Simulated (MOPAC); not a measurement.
Frequency calculation, with input and output: TiNH$_{3}$Cl$_{2}$O (part 2 of 2)

Continued. System: TiNH$_{3}$Cl$_{2}$O, SMILES [NH2][Ti]([OH])([Cl])[Cl]. Method: PM6-D3H4, closed shell, dispersion D3H4 (MOPAC 23.2.5). The geometry was optimised with PM6-D3H4.

Geometry of the input (Å):
```
N  -0.6754  1.0187  0.7494
Ti 0.0994  -0.2125  -0.4283
O  1.1734  -1.3706  0.3784
Cl -1.5385  -1.2507  -1.4957
Cl 1.1811  0.9294  -1.9858
H  -0.6640  1.2306  1.7528
H  -1.3079  1.6958  0.2554
H  1.7450  -1.9926  0.7826
```

### Log, continued
```
           1    0.0000    0.7758    0.1365   -0.0000   -0.0904    0.0000   -0.3042    0.0012
           2    0.0000   -0.0705    0.0202   -0.0000    0.0156    0.0001   -0.0732   -0.0009
           3    0.0171    0.0000    0.0000    0.0662   -0.0000   -0.4490   -0.0000    0.0000
           4   -0.0000   -0.4407   -0.2546   -0.0000    0.1696   -0.0000    0.0022   -0.0072
           5   -0.0001    0.1654   -0.4773   -0.0000    0.0482   -0.0000    0.0018   -0.0146
           6    0.6401    0.0000   -0.0001    0.0798    0.0000    0.0947   -0.0000   -0.0000
           7    0.0000   -0.1153    0.2367    0.0000   -0.3863    0.0000    0.0038   -0.0899
           8    0.0000   -0.1821    0.7509    0.0001    0.0033    0.0000   -0.0015   -0.2003
           9   -0.0843   -0.0000    0.0001   -0.3608   -0.0000   -0.0673   -0.0000   -0.0001
          10   -0.1325    0.0123   -0.0014    0.0002   -0.0057    0.0006    0.0011   -0.0005
          11    0.2019   -0.0155    0.0132    0.0014    0.0016   -0.0016   -0.0004    0.0012
          12   -0.3243    0.0193   -0.0091   -0.0054   -0.0007   -0.0061    0.0007   -0.0016
          13    0.1326    0.0123   -0.0015   -0.0002   -0.0057   -0.0006    0.0011   -0.0005
          14   -0.2017   -0.0155    0.0131   -0.0014    0.0016    0.0016   -0.0004    0.0012
          15   -0.3243   -0.0193    0.0091   -0.0054    0.0007   -0.0061   -0.0007    0.0016
          16   -0.0000    0.3019    0.0323    0.0000   -0.0394   -0.0000    0.4777    0.0076
          17   -0.0000    0.1013    0.0026    0.0000   -0.0167   -0.0001    0.4917   -0.0087
          18    0.2475    0.0000    0.0000   -0.1060   -0.0000    0.7057    0.0001   -0.0000
          19    0.0000    0.0717    0.0434    0.0000    0.0091   -0.0000    0.6170   -0.0011
          20    0.0001    0.0256   -0.0071    0.0000   -0.0053   -0.0001   -0.2267    0.0089
          21   -0.4262    0.0000    0.0000   -0.1040   -0.0000    0.5175   -0.0000    0.0000
          22    0.0000    0.0859    0.2445   -0.0001    0.8052   -0.0000   -0.0035    0.4030
          23    0.0000   -0.0953    0.0720   -0.0002   -0.4012   -0.0000    0.0058    0.8882
          24   -0.1145   -0.0000    0.0000    0.9149   -0.0000    0.1382   -0.0000    0.0002

   Root No.      17        18

                11 A'     12 A'

                2655.1    2820.2

           1    0.0235    0.1775
           2   -0.2701   -0.0434
           3   -0.0001   -0.0000
           4   -0.0092    0.0092
           5   -0.0043    0.0001
           6   -0.0000   -0.0000
           7    0.0012   -0.0024
           8    0.0000   -0.0041
           9    0.0000   -0.0000
          10    0.0001   -0.0004
          11   -0.0003    0.0006
          12    0.0006   -0.0009
          13    0.0001   -0.0004
          14   -0.0003    0.0005
          15   -0.0006    0.0009
          16   -0.3696   -0.5944
          17    0.2648    0.6208
          18    0.0000    0.0001
          19    0.3404   -0.1217
          20    0.7770   -0.4613
          21    0.0002   -0.0001
          22   -0.0013    0.0056
          23   -0.0013    0.0117
          24    0.0000   -0.0000

          DESCRIPTION OF VIBRATIONS

 VIBRATION          1    1A"         ATOM PAIR     ENERGY CONTRIBUTION    RADIAL
 FREQUENCY            89.32         Ti2 -- O 3         +42.0% (230.7%)      0.0%
 TRANSITION DIPOLE   0.1956         N 1 -- H 6         +21.8% (166.1%)      0.0%
 TRAVEL (Ang.)       0.4150         N 1 -- Ti2         +21.6% (165.6%)      0.0%
 REDUCED MASS        4.3843         N 1 -- H 7          +6.6% ( 91.8%)      0.0%
 EFFECTIVE MASS     78.1025
 FORCE CONSTANT      0.0206

 VIBRATION          2    1A'         ATOM PAIR     ENERGY CONTRIBUTION    RADIAL
 FREQUENCY            99.92         N 1 -- Ti2         +23.7% (183.5%)      4.5%
 TRANSITION DIPOLE   0.6688         N 1 -- H 7         +19.0% (164.2%)     93.4%
 TRAVEL (Ang.)       0.2605         N 1 -- H 6         +17.3% (156.8%)     95.7%
 REDUCED MASS        9.9460         Ti2 -- O 3         +12.5% (133.3%)     29.2%
 EFFECTIVE MASS     70.8490         Ti2 -- Cl5         +10.1% (119.9%)      0.0%
 FORCE CONSTANT      0.0585         Ti2 -- Cl4         +10.1% (119.9%)      0.0%

 VIBRATION          3    2A'         ATOM PAIR     ENERGY CONTRIBUTION    RADIAL
 FREQUENCY           128.17         N 1 -- H 7         +27.1% (331.5%)     65.3%
 TRANSITION DIPOLE   0.2311         N 1 -- Ti2         +22.0% (298.6%)      7.0%
 TRAVEL (Ang.)       0.3032         N 1 -- H 6         +21.1% (292.1%)     90.0%
 REDUCED MASS        5.7227         Ti2 -- O 3          +8.7% (187.4%)      9.6%
 EFFECTIVE MASS    127.2567
 FORCE CONSTANT      0.0554

 VIBRATION          4    2A"         ATOM PAIR     ENERGY CONTRIBUTION    RADIAL
 FREQUENCY           143.69         N 1 -- Ti2         +44.3% (199.1%)      0.0%
 TRANSITION DIPOLE   0.1959         N 1 -- H 7         +25.7% (151.6%)      0.0%
 TRAVEL (Ang.)       0.3438         Ti2 -- O 3         +14.0% (112.0%)      0.0%
 REDUCED MASS        3.9696         N 1 -- H 6          +5.2% ( 68.2%)      0.0%
 EFFECTIVE MASS     60.5375
 FORCE CONSTANT      0.0483

 VIBRATION          5    3A'         ATOM PAIR     ENERGY CONTRIBUTION    RADIAL
 FREQUENCY           151.51         N 1 -- H 6         +34.3% (289.9%)     72.3%
 TRANSITION DIPOLE   0.3859         N 1 -- H 7         +34.2% (289.3%)     40.3%
 TRAVEL (Ang.)       0.3842         N 1 -- Ti2         +14.2% (186.3%)      8.1%
 REDUCED MASS        3.0157         Ti2 -- O 3         +10.2% (158.2%)      0.3%
 EFFECTIVE MASS     67.1044
 FORCE CONSTANT      0.0408

 VIBRATION          6    4A'         ATOM PAIR     ENERGY CONTRIBUTION    RADIAL
 FREQUENCY           241.25         N 1 -- H 6         +47.0% (272.3%)      6.7%
 TRANSITION DIPOLE   0.4636         N 1 -- H 7         +33.1% (228.5%)     25.6%
 TRAVEL (Ang.)       0.4330         N 1 -- Ti2         +17.0% (163.8%)     13.3%
 REDUCED MASS        1.4905         Ti2 -- Cl5          +0.9% ( 37.7%)     69.2%
 EFFECTIVE MASS     29.9248
 FORCE CONSTANT      0.0511

 VIBRATION          7    3A"         ATOM PAIR     ENERGY CONTRIBUTION    RADIAL
 FREQUENCY           252.19         N 1 -- H 6         +40.5% (125.6%)      0.0%
 TRANSITION DIPOLE   0.9194         N 1 -- H 7         +39.9% (124.7%)      0.0%
 TRAVEL (Ang.)       0.4510         Ti2 -- Cl4          +7.6% ( 54.3%)     93.7%
 REDUCED MASS        1.3148         Ti2 -- Cl5          +7.6% ( 54.3%)     93.7%
 EFFECTIVE MASS     17.8545
 FORCE CONSTANT      0.0493

 VIBRATION          8    5A'         ATOM PAIR     ENERGY CONTRIBUTION    RADIAL
 FREQUENCY           341.75         Ti2 -- Cl5         +19.2% ( 78.9%)     80.1%
 TRANSITION DIPOLE   2.1323         Ti2 -- Cl4         +19.2% ( 78.9%)     80.1%
 TRAVEL (Ang.)       0.1507         N 1 -- H 6         +17.7% ( 75.9%)      1.9%
 REDUCED MASS        8.6887         N 1 -- Ti2         +17.7% ( 75.8%)      0.1%
 EFFECTIVE MASS     39.6385         Ti2 -- O 3         +11.3% ( 60.7%)      2.3%
 FORCE CONSTANT      0.5979

 VIBRATION          9    4A"         ATOM PAIR     ENERGY CONTRIBUTION    RADIAL
 FREQUENCY           376.07         Ti2 -- Cl4         +23.8% ( 66.7%)     84.3%
 TRANSITION DIPOLE   1.3037         Ti2 -- Cl5         +23.8% ( 66.7%)     84.3%
 TRAVEL (Ang.)       0.1341         N 1 -- H 7         +18.2% ( 58.3%)      0.0%
 REDUCED MASS        9.9724         Ti2 -- O 3         +13.1% ( 49.5%)      0.0%
 EFFECTIVE MASS     29.3342         N 1 -- Ti2         +11.5% ( 46.3%)      0.0%
 FORCE CONSTANT      0.8310

 VIBRATION         10    6A'         ATOM PAIR     ENERGY CONTRIBUTION    RADIAL
 FREQUENCY           644.38         N 1 -- Ti2         +42.3% (120.1%)     96.4%
 TRANSITION DIPOLE   1.7272         N 1 -- H 7         +29.8% (100.9%)      6.2%
 TRAVEL (Ang.)       0.1177         N 1 -- H 6         +17.6% ( 77.4%)     86.3%
 REDUCED MASS        7.5541         Ti2 -- O 3          +4.0% ( 37.0%)     16.1%
 EFFECTIVE MASS     22.9815
 FORCE CONSTANT      1.8480

 VIBRATION         11    7A'         ATOM PAIR     ENERGY CONTRIBUTION    RADIAL
 FREQUENCY           745.32         Ti2 -- O 3         +56.8% (107.8%)     99.9%
 TRANSITION DIPOLE   3.2520         O 3 -- H 8         +24.7% ( 71.0%)     81.6%
 TRAVEL (Ang.)       0.0939         N 1 -- Ti2          +7.0% ( 37.8%)     38.2%
 REDUCED MASS       10.2584         Ti2 -- Cl4          +4.9% ( 31.6%)     11.4%
 EFFECTIVE MASS     24.6123
 FORCE CONSTANT      3.3574

 VIBRATION         12    5A"         ATOM PAIR     ENERGY CONTRIBUTION    RADIAL
 FREQUENCY           762.09         O 3 -- H 8         +95.0% ( 98.2%)      0.0%
 TRANSITION DIPOLE   0.9081         Ti2 -- O 3          +2.3% ( 15.3%)      0.0%
 TRAVEL (Ang.)       0.3005         N 1 -- H 6          +1.4% ( 11.9%)      0.0%
 REDUCED MASS        0.9796         N 1 -- H 7          +1.0% (  9.9%)      0.0%
 EFFECTIVE MASS      2.1443
 FORCE CONSTANT      0.3352

 VIBRATION         13    8A'         ATOM PAIR     ENERGY CONTRIBUTION    RADIAL
 FREQUENCY           787.56         O 3 -- H 8         +87.9% ( 97.0%)      1.1%
 TRANSITION DIPOLE   1.2078         Ti2 -- O 3          +6.4% ( 26.2%)     21.8%
 TRAVEL (Ang.)       0.2837         N 1 -- Ti2          +2.5% ( 16.3%)     98.4%
 REDUCED MASS        1.0637         N 1 -- H 7          +1.1% ( 10.8%)      3.2%
 EFFECTIVE MASS      3.4897
 FORCE CONSTANT      0.3887

 VIBRATION         14    6A"         ATOM PAIR     ENERGY CONTRIBUTION    RADIAL
 FREQUENCY           844.78         N 1 -- H 6         +61.8% ( 71.8%)      0.0%
 TRANSITION DIPOLE   1.6687         N 1 -- H 7         +29.6% ( 49.7%)      0.0%
 TRAVEL (Ang.)       0.2985         N 1 -- Ti2          +5.8% ( 22.0%)      0.0%
 REDUCED MASS        0.8960         O 3 -- H 8          +2.3% ( 13.8%)      0.0%
 EFFECTIVE MASS      2.6934
 FORCE CONSTANT      0.3768

 VIBRATION         15    9A'         ATOM PAIR     ENERGY CONTRIBUTION    RADIAL
 FREQUENCY          1562.41         N 1 -- H 6         +50.5% ( 57.8%)      4.7%
 TRANSITION DIPOLE   0.5739         N 1 -- H 7         +45.2% ( 54.6%)      4.8%
 TRAVEL (Ang.)       0.2814         N 1 -- Ti2          +4.3% ( 16.9%)     94.4%
 REDUCED MASS        0.5450
 EFFECTIVE MASS      1.7620
 FORCE CONSTANT      0.7838

 VIBRATION         16   10A'         ATOM PAIR     ENERGY CONTRIBUTION    RADIAL
 FREQUENCY          2454.91         O 3 -- H 8         +99.5% (100.0%)    100.0%
 TRANSITION DIPOLE   2.1043         Ti2 -- O 3          +0.5% (  7.2%)    100.0%
 TRAVEL (Ang.)       0.1701
 REDUCED MASS        0.9493
 EFFECTIVE MASS      1.3452
 FORCE CONSTANT      3.3708

 VIBRATION         17   11A'         ATOM PAIR     ENERGY CONTRIBUTION    RADIAL
 FREQUENCY          2655.10         N 1 -- H 7         +75.0% ( 89.3%)     99.1%
 TRANSITION DIPOLE   0.9221         N 1 -- H 6         +24.4% ( 51.0%)     95.7%
 TRAVEL (Ang.)       0.1991         N 1 -- Ti2          +0.6% (  7.8%)      1.5%
 REDUCED MASS        0.6408
 EFFECTIVE MASS      1.4594
 FORCE CONSTANT      2.6614

 VIBRATION         18   12A'         ATOM PAIR     ENERGY CONTRIBUTION    RADIAL
 FREQUENCY          2820.23         N 1 -- H 6         +78.4% ( 85.9%)    100.0%
 TRANSITION DIPOLE   1.1922         N 1 -- H 7         +21.2% ( 44.7%)     94.6%
 TRAVEL (Ang.)       0.1967         N 1 -- Ti2          +0.3% (  5.6%)     93.7%
 REDUCED MASS        0.6179
 EFFECTIVE MASS      1.2163
 FORCE CONSTANT      2.8954

      SYMMETRY NUMBER FOR POINT-GROUP Cs  =  1

          SYSTEM IS A GROUND STATE

 Cl2H3NOTi

          MOLECULE IS NOT LINEAR

          THERE ARE 18 GENUINE VIBRATIONS IN THIS SYSTEM
          THIS THERMODYNAMICS CALCULATION IS LIMITED TO
          MOLECULES WHICH HAVE NO INTERNAL ROTATIONS

                    CALCULATED THERMODYNAMIC PROPERTIES
                                          *
   TEMP. (K)   PARTITION FUNCTION   H.O.F.    ENTHALPY  HEAT CAPACITY ENTROPY
                                   KCAL/MOL   CAL/MOLE    CAL/K/MOL  CAL/K/MOL

 298.00  VIB.     0.2184D+03                  3529.0738    20.0001    22.5463
         ROT.     0.3768D+06                   888.2803     2.9808    28.4953
         INT.     0.8229D+08                  4417.3541    22.9809    51.0416
         TRA.     0.1809D+28                  1480.4672     4.9680    40.9607
         TOT.                     -180.850    5897.8213    27.9489    92.0023

 298.00  VIB.     0.2184D+03                  3529.0738    20.0001    22.5463
         ROT.     0.3768D+06                   888.2803     2.9808    28.4953
         INT.     0.8229D+08                  4417.3541    22.9809    51.0416
         TRA.     0.1809D+28                  1480.4672     4.9680    40.9607
         TOT.                     -180.850    5897.8213    27.9489    92.0023

 398.00  VIB.     0.1459D+04                  5674.6626    22.7375    28.7357
         ROT.     0.5815D+06                  1186.3609     2.9808    29.3578
         INT.     0.8484D+09                  6861.0236    25.7184    58.0935
         TRA.     0.2792D+28                  1977.2682     4.9680    42.3982
         TOT.                     -177.910    8838.2918    30.6864   100.4917

   *: NOTE: HEATS OF FORMATION ARE RELATIVE TO THE
            ELEMENTS IN THEIR STANDARD STATE AT 298K
              (=  Standard Enthalpy of Formation).

            Hvib:  Zero-point energy is not included.
                   frequencies of less than zero cm-1 are not included.
            Hrot = (3/2)RT
            Htra = (3/2)RT + pV = (5/2)RT

            Heat capacity is Cp, not Cv

           FORCE CONSTANT IN CARTESIAN COORDINATES (Millidynes/A)

    ATOM   CHEMICAL       X               Y               Z
   NUMBER   SYMBOL  FORCE CONSTANT  FORCE CONSTANT  FORCE CONSTANT

      1       N        6.220064        4.686683        1.280053
      2      Ti        4.223226        4.707827        2.129034
      3       O        1.781181        5.432040        0.828729
      4      Cl        0.228180        0.448519        0.932447
      5      Cl        0.228258        0.448048        0.932841
      6       H        2.600211        2.472632        0.230879
      7       H        1.123927        3.609339        0.149048
      8       H        0.843435        2.887471        0.298677

 *                    *
 * JOB ENDED NORMALLY *
 *                    *

 TOTAL JOB TIME:             0.40 SECONDS

 == MOPAC DONE ==
```

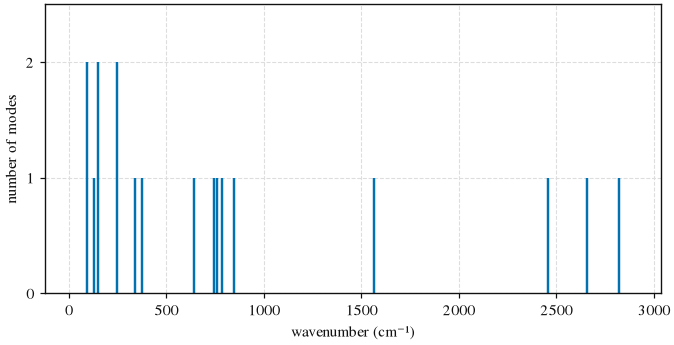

Fig. 1: Harmonic vibrational wavenumbers from the force constants; neighbouring modes closer than 12 cm⁻¹ are counted in one stick. 18 modes from 89 to 2820 cm⁻¹, none imaginary.

### Results in brief

```json
{"quantity": "outcome", "value": "converged"}
{"quantity": "heat of formation", "value": "−180.85 kcal/mol"}
{"quantity": "basis functions", "value": "38"}
{"quantity": "zero-point energy", "value": "0.034402 hartree"}
{"quantity": "wavenumbers, lowest and highest", "value": "89 and 2820 cm⁻¹"}
{"quantity": "hardware", "value": "1 thread of Arm Neoverse N1, 98 GiB of memory available, shared host"}
{"quantity": "peak memory", "value": "0.072 GiB"}
```

### Remarks

MOPAC's energies along a path are heats of formation.
